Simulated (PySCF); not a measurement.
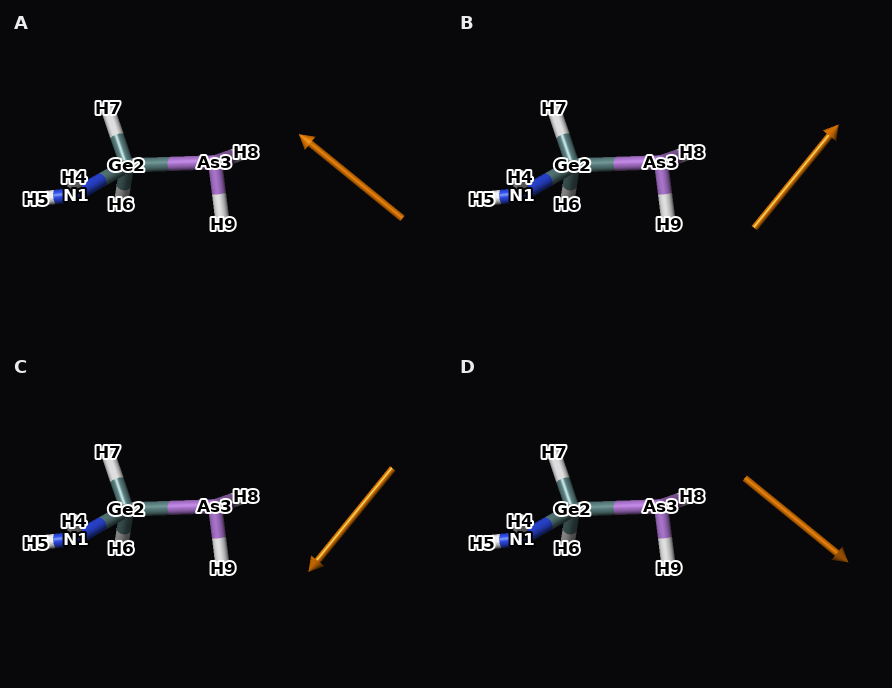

The same molecule four times, each with an arrow. The geometry was computed by an optimisation with GFN2-xTB. No frequency run is at hand to confirm it as a minimum. Method: PBE0/pcSseg-1, gas phase (PySCF 2.14.0).

Which arrow points along the dipole moment, from the negative to the positive end?

A. The dipole moment is 0.65 D; it points from the side of H9 to the side of H5, H7 (the outermost atoms at the two ends).

The geometry is semi-empirical. Around As, Ge such bond lengths and angles can be off by a tenth of an ångström or more and by several degrees, and values that hang on the shape move with them.
